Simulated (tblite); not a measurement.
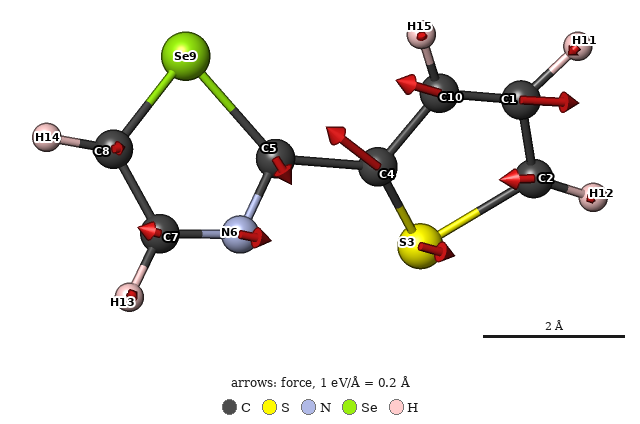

Starting geometry of C7H5NSSe with the computed forces as red arrows. Style: ball-and-stick. Shown at a tilt.

These are results of GFN2-xTB geometry optimisation, gas phase in tblite, not measurements. 

Q: Is this structure relaxed? If not, where do the atoms go?

A: It isn't relaxed: the largest force vector, on C4, is 5.66 eV/Å. The final displacements have little in common with the starting forces (cosine between the two patterns 0.18). The largest move after the best rigid fit is that of Se9, 0.79 Å. Largest moves by element: Se 0.79 Å, H 0.71 Å, S 0.57 Å, N 0.36 Å, C 0.33 Å. Some distances before and after: C4–C5 1.661 → 1.424 Å, C2–S3 1.886 → 1.717 Å, S3–C4 1.644 → 1.737 Å, C1–C10 1.332 → 1.404 Å. Among the angles between lasting bonds that change: C4–C5–Se9 135.3° → 121.7°, C5–C4–C10 115.5° → 128.4°, S3–C4–C5 132.0° → 120.5°. Groups turn about C4–C5 by about 40°. Over 65 geometry steps the energy falls by 169.8 kJ/mol. Cost: 0.48 s on 1 thread of Arm Neoverse V2, with other jobs on the host.
